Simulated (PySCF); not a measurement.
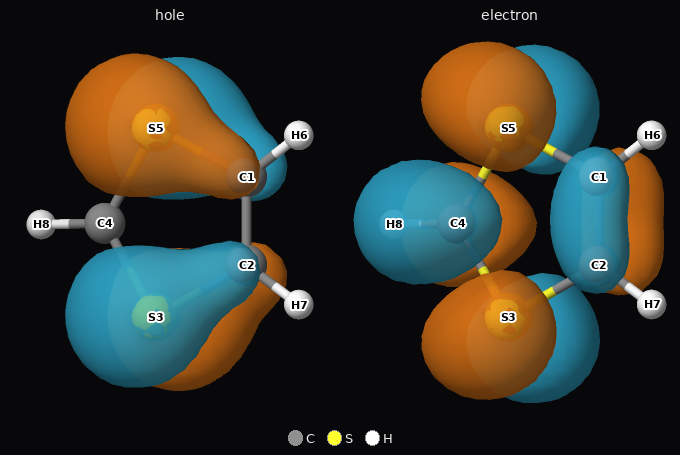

C3H3S2, charge +1, SMILES `c1cs[cH+]s1`. Leading natural transition orbital pair of S₂ (TDA singlet states); the surfaces enclose about 85 % of each orbital's density.

Method: B3LYP/6-31+G*; geometry: GFN2-xTB; program: PySCF. No frequency check shows the geometry to be a minimum. GFN2-xTB bond lengths at metals and heavier atoms can be off by up to 0.1 Å and shapes distorted, which carries into these values.

Give its energy and the atoms that hole and electron lie on.

5.97 eV (208 nm), f = 0.110 (bright); the leading pair carries 81 %; hole on S3 and S5 (36 % each) and C1, C2 and C4 (8 % each), electron on C4 (29 %), S3 and S5 (24 % each) and C1 and C2 (9 % each) (shares are of the whole state, not of the leading pair alone); their centroids lie 0.2 Å apart. In canonical orbitals it is mainly HOMO−1 → LUMO (80 %). The HOMO–LUMO gap is 5.34 eV.
